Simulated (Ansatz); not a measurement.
**How basis sets differ on CH6GeS (SMILES C[S][GeH3])**

CH6GeS: 9 atoms, total charge 0, spin state singlet. As SMILES, `C[S][GeH3]`. The coordinates come from a PBE0-D4/def2-TZVP relaxation.

| atom | x (Å) | y (Å) | z (Å) |
| --- | --- | --- | --- |
| C | -0.7314 | 1.0346 | -0.8848 |
| S | 0.9958 | 0.4930 | -0.7751 |
| Ge | 0.7932 | -1.0105 | 0.8344 |
| H | -1.3884 | 0.2112 | -1.1663 |
| H | -0.7720 | 1.7963 | -1.6634 |
| H | -1.0695 | 1.4753 | 0.0536 |
| H | 2.1921 | -1.5929 | 1.0684 |
| H | -0.1913 | -2.1126 | 0.4016 |
| H | 0.2600 | -0.3407 | 2.1143 |

Each level gives the dipole moment (D). The values are calculated.

```
       level          kind  program  value (D)  CPU time
   HF/STO-3G  Hartree–Fock   Ansatz       1.00     1.2 s
    HF/3-21G  Hartree–Fock   Ansatz       2.26     1.7 s
 HF/def2-SVP  Hartree–Fock   Ansatz       1.59     5.3 s
HF/def2-TZVP  Hartree–Fock   Ansatz       1.56      17 s
```

All-electron rows without a relativistic Hamiltonian named are non-relativistic. The values span 1.00 to 2.26 D. Magnitudes only: a small dipole may point the other way at some levels. Sets without polarisation functions give poor dipoles. CPU times are rough (shared hosts, several kinds of processor): they show what a rung costs within a factor of a few.

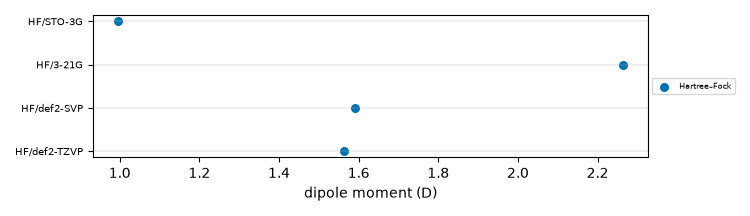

The values of the table, level by level.
